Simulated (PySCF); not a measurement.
Bond stretch in SMILES Cl[SiH2]Cl (H2Cl2Si), singlet. The Si2–H5 bond (Si2 also carries Cl, Cl, H; H5 carries nothing else) is varied alone, starting from the PBE0/def2-TZVP optimised geometry.

```
5

Cl    -1.6739    -0.9722    -0.6465
Si     0.0000     0.0000     0.0000
Cl     1.6742    -0.9717    -0.6465
H      0.0000     1.3607    -0.5702
H      0.0000     0.0000     1.4754
```

Levels: RHF/3-21G = restricted Hartree-Fock/3-21G (PySCF); UKS-B3LYP = unrestricted B3LYP/cc-pVDZ in PySCF; RHF/cc-pVDZ (PySCF).

Energies are in kJ/mol, each relative to the lowest point of its own curve near equilibrium.

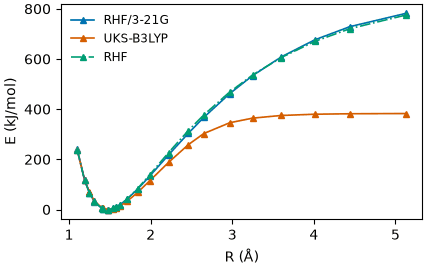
Figure: Energy against bond length for each method.

```
R / Å  RHF/3-21G  UKS-B3LYP    RHF
-----  ---------  ---------  -----
1.10       241.1      236.3  237.2
1.19       117.9      119.1  117.2
1.25        65.6       68.8   66.0
1.31        31.2       34.8   32.0
1.40         4.9        7.2    5.4
1.42         2.3        4.1    2.7
1.48         0.0        0.0    0.0
1.54         4.5        2.3    4.2
1.57         8.7        5.4    8.3
1.62        18.1       13.0   17.8
1.71        40.7       32.2   41.0
1.84        81.3       68.1   83.5
1.99       133.8      115.0  139.1
2.22       217.8      188.0  227.0
2.46       303.4      258.0  314.0
2.65       366.8      302.7  376.7
2.97       462.4      345.9  468.7
3.25       533.8      364.2  536.2
3.60       608.1      374.9  605.7
4.01       676.2      379.8  669.8
4.44       728.7      381.7  720.6
5.13       782.0      382.6  775.4
```

At the longest distance, 5.13 Å, RHF/3-21G lies highest above its minimum (782.0 kJ/mol) and UKS-B3LYP lowest (382.6 kJ/mol).

The restricted form behind RHF/3-21G, RHF keeps the bonding electrons paired and can't separate into open-shell fragments. The unrestricted determinant behind UKS-B3LYP is spin-contaminated at 2.65 to 5.13 Å (<S²> up to 1.0, against 0.00 for a pure singlet).
